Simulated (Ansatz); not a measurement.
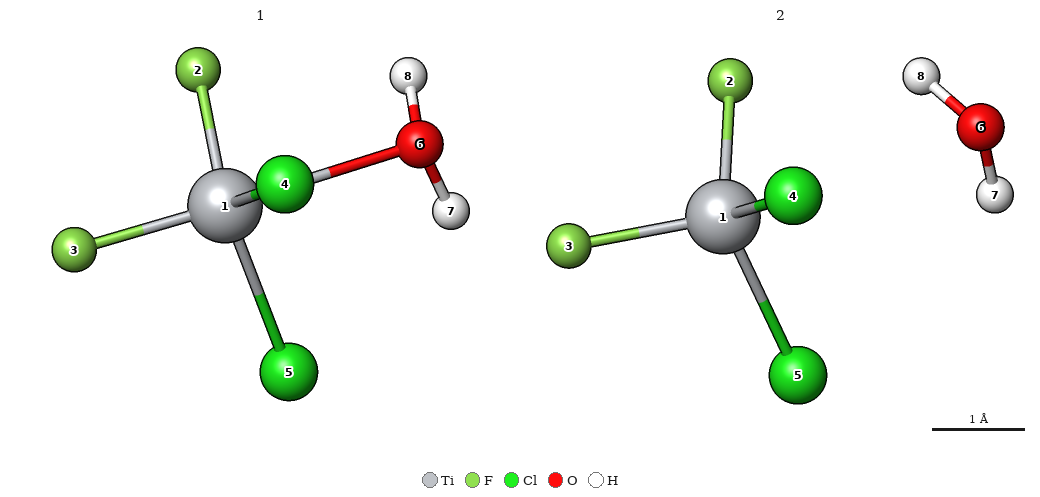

Two geometries of TiH2OCl2F2, drawn at one scale. One is the start of a relaxation, the other its converged end. Style: ball-and-stick. Shown from a free direction.

All numbers below come from RKS PBE-D4/def2-SVP (Ansatz 0.2.0). Settings: no spin polarisation; force threshold 0.03 eV/Å; at most 50 steps.

Which of the two is the end point?

Structure 1 is the relaxed one. The run prepares an end point of a later path (reaction) calculation, from a guessed geometry. The energy falls by 8.04 kcal/mol in 6 geometry steps. Largest force component: 1.1 eV/Å at the start, 0.025 eV/Å at the end. The atom that moves furthest after the best rigid fit is O6 (0.51 Å). Largest moves by element: O 0.51 Å, H 0.38 Å, Ti 0.29 Å, F 0.29 Å, Cl 0.20 Å. Near-neighbour distances that change, for instance: Ti1–O6 3.105 → 2.314 Å, Ti1–H7 3.323 → 2.727 Å, Ti1–H8 2.974 → 2.740 Å, Ti1–Cl5 2.195 → 2.246 Å. New bonds form, among them: Ti1–O6 (3.11 → 2.31 Å). Among the angles between lasting bonds that change: F3–Ti1–Cl5 105.5° → 97.8°, F2–Ti1–Cl5 112.1° → 119.5°, F2–Ti1–F3 104.7° → 98.1°. Cost: 16 s on 4 threads of Arm Neoverse V1, on a shared host, peak memory 0.19 GiB.
